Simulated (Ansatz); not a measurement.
**Run report: MoH2O4, single-point calculation**

System: MoH2O4 (MoO2(OH)2).
Method: RKS CAM-B3LYP-D4/def2-TZVP (Ansatz 0.2.0).

The geometry comes from this level: PBE0-D4/def2-SVP.

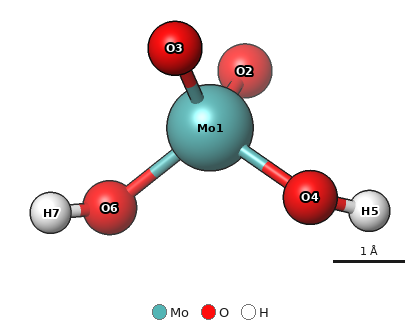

*The structure (ball-and-stick view, seen at a tilt; atoms are numbered from 1 in the order of the input). Sticks mark near contacts.*

### Key numbers

| quantity | value |
| --- | --- |
| outcome | converged |
| total energy | −10081.1123 eV |
| mean-field energy | −10080.9720 eV |
| dispersion energy | −0.1403 eV |
| SCF solution under orbital rotations | stable |
| HOMO | −10.64 eV |
| LUMO | −1.08 eV |
| hardware | 4 threads of Arm Neoverse V2, 23 GiB of memory available, shared host |
| wall time | 2.3 s (CPU time 8.4 s) |
| peak memory | 0.42 GiB |

### Input file
```yaml
crystal:
  periodic: [false, false, false]
  atoms:
    - {symbol: Mo, position_ang: [0.286251, 0.071994, 0.221820]}
    - {symbol: O, position_ang: [0.178428, 0.616928, 1.800347]}
    - {symbol: O, position_ang: [1.899845, -0.093942, -0.189413]}
    - {symbol: O, position_ang: [-0.504088, 1.305186, -0.931630]}
    - {symbol: H, position_ang: [-1.063538, 2.046622, -0.672070]}
    - {symbol: O, position_ang: [-0.574946, -1.576678, 0.095169]}
    - {symbol: H, position_ang: [-0.221941, -2.370101, -0.324233]}
basis:
  gaussian: {orbitals: def2-TZVP, initial_orbitals: start.molden}
hamiltonian: {xc: {name: CAM-B3LYP}, dispersion: d4}
scf: {omitted_lower_state_checks: [starts]}
output: {orbitals: {seedname: orbitals}}
```

Launched with:
```bash
ansatz run in.yaml --threads 4 --pin off --events-out ev --progress --plain --max-ram 3916MiB
```

### The program's output
```
Functional definition: CAM-B3LYP
  name "CAM-B3LYP"
  cite "Yanai, Tew & Handy, Chem. Phys. Lett. 393, 51 (2004) doi:10.1016/j.cplett.2004.06.011"
  cite "Iikura, Tsuneda, Yanai & Hirao, J. Chem. Phys. 115, 3540 (2001) doi:10.1063/1.1383587"
  cite "Becke, Phys. Rev. A 38, 3098 (1988) doi:10.1103/PhysRevA.38.3098"
  cite "Lee, Yang & Parr, Phys. Rev. B 37, 785 (1988) doi:10.1103/PhysRevB.37.785"
  cite "Vosko, Wilk & Nusair, Can. J. Phys. 58, 1200 (1980) doi:10.1139/p80-159"
  parameter alpha = 0.19
  parameter beta = 0.46
  parameter omega = 0.33/bohr
  parameter ac = 0.81
  # Exact exchange under (alpha + beta erf(omega r))/r, Becke's under what is left of 1/r.
  exchange = (1 - alpha - beta)*b88_x + beta*b88_x_sr(omega) + alpha*exact_x + beta*exact_x_lr(omega)
  correlation = (1 - ac)*vwn5_c + ac*lyp_c
these checks for a lower state are left out or cut short: starts
1063 factors; their error is unknown
251 factors; integrals over basis functions are off by at most 8.3e-6 eV
mean field evaluation 1: about -10080.8088 eV, gradient 8.3e0 eV
mean field evaluation 2: about -10080.8985 eV, gradient 9.3e-2 eV
mean field evaluation 4: about -10080.9719 eV, gradient 2.5e-4 eV
mean field -10080.97191748 eV, -370.4688848391 hartree, gradient 1.5e-5 eV, S^2 0.000000; 0 other end points of the search recorded, 0 dependent functions left out
reference -10080.97204984 eV, -370.4688897033 hartree; 24, 24 occupied and 152, 152 virtual orbitals, 1063 factors
Total energy: -10081.11233106 eV, -370.4740449430 hartree
Checks for a lower state left out: starts
```

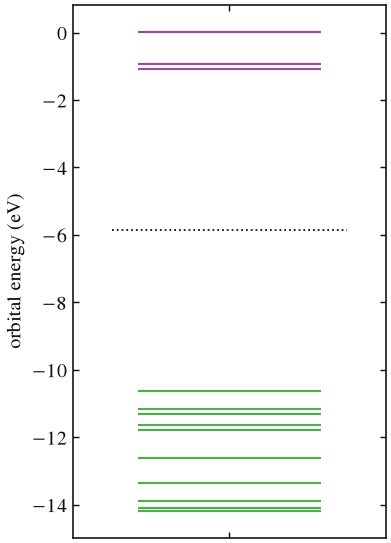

*Orbital energies near the frontier; the dotted line parts filled from empty levels, and levels within 0.02 eV of each other stand side by side.*

Highest filled −10.64 eV, lowest empty −1.08 eV, 9.56 eV apart.
